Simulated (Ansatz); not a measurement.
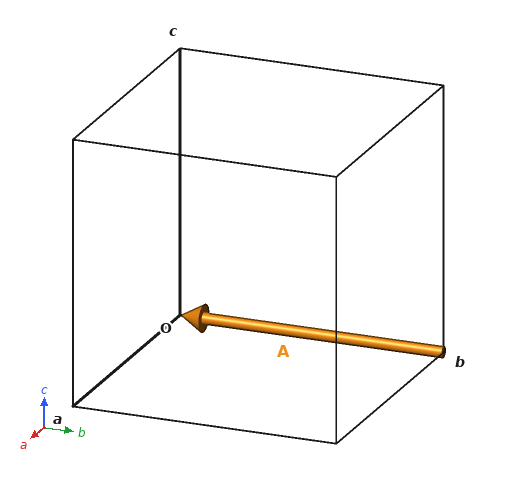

For RbLi3Rh, the input geometry of an electronic-structure calculation (not necessarily at equilibrium); the starting structure was generated, so it need not be a known form of this composition: the arrow starts at a corner of the unit cell and ends on its surface; where a tip isn't a corner, dashed lines run from it parallel to the axes. Symmetry computed with spglib at a tolerance of 0.002 Å; standard conventional cell.

a = 4.719 Å, b = 4.719 Å, c = 4.719 Å, α = 90.00°, β = 90.00°, γ = 90.00°.

### Index the direction.

Arrow A runs from (0, 1, 0) to (0, 0, 0), so [0 −1 0].

### How long is the vector ua + vb + wc?

4.719 Å.
